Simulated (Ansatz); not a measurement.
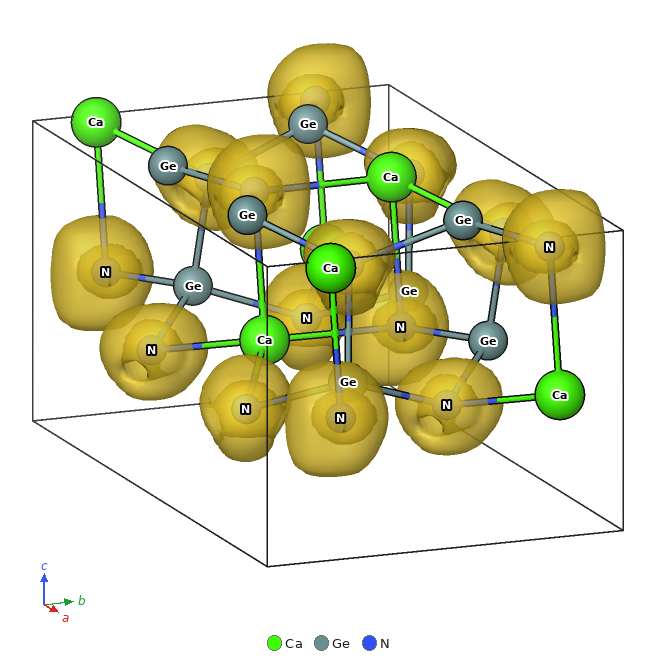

Figure 1: CaGe₂N₃. Isosurface of the ELF at 0.75 (yellow), seen slightly off an axis. Only the valence region is drawn (cores and ρ < 0.01 e/Å³ removed). Sticks mark near contacts.

Space group Cmc2₁; a generated structure, not necessarily the stable one.

Theory: DFT PBE, scalar-relativistic, plane waves, PAW in Ansatz.

In a PAW calculation such maps are meaningful between the atoms, not at the nuclei.

```yaml
crystal:
  lattice:
    - [10.31492, 0.00000, 0.00000]
    - [0.00000, -6.33218, 0.00000]
    - [0.00000, 0.00000, -5.11447]
  atoms:
    - { symbol: Ca, position: [0.00000, 0.82187, 0.47362] }
    - { symbol: Ca, position: [0.50000, 0.32187, 0.47362] }
    - { symbol: Ca, position: [0.00000, 0.17813, 0.97362] }
    - { symbol: Ca, position: [0.50000, 0.67813, 0.97362] }
    - { symbol: Ge, position: [0.16949, 0.33821, 0.49175] }
    - { symbol: Ge, position: [0.66949, 0.83821, 0.49175] }
    - { symbol: Ge, position: [0.16949, 0.66179, 0.99175] }
    - { symbol: Ge, position: [0.66949, 0.16179, 0.99175] }
    - { symbol: Ge, position: [0.33051, 0.16179, 0.99175] }
    - { symbol: Ge, position: [0.83051, 0.66179, 0.99175] }
    - { symbol: Ge, position: [0.33051, 0.83821, 0.49175] }
    - { symbol: Ge, position: [0.83051, 0.33821, 0.49175] }
    - { symbol: N, position: [0.20155, 0.63730, 0.36388] }
    - { symbol: N, position: [0.70155, 0.13730, 0.36388] }
    - { symbol: N, position: [0.29845, 0.13730, 0.36388] }
    - { symbol: N, position: [0.79845, 0.63730, 0.36388] }
    - { symbol: N, position: [0.00000, 0.20625, 0.47112] }
    - { symbol: N, position: [0.50000, 0.70625, 0.47112] }
    - { symbol: N, position: [0.20155, 0.36270, 0.86388] }
    - { symbol: N, position: [0.70155, 0.86270, 0.86388] }
    - { symbol: N, position: [0.29845, 0.86270, 0.86388] }
    - { symbol: N, position: [0.79845, 0.36270, 0.86388] }
    - { symbol: N, position: [0.00000, 0.79375, 0.97112] }
    - { symbol: N, position: [0.50000, 0.29375, 0.97112] }
```

Q: Where are the electrons localised?

A: The ELF exceeds this value in twelve regions wrapped around N (the valence shell of each), counted in one cell of 24 atoms. Any copies at cell faces, edges or corners count once. Profiles from the grid: Ge–N (1.94 Å): the ELF peaks at about 0.85 in the valence shell of N, 0.7 Å from its nucleus, and is about 0.60 at the midpoint. Ca–N (2.43 Å): the ELF peaks at about 0.85 in the valence shell of N, 0.7 Å from its nucleus, and is about 0.15 at the midpoint: no shared electron pair shows on this line.
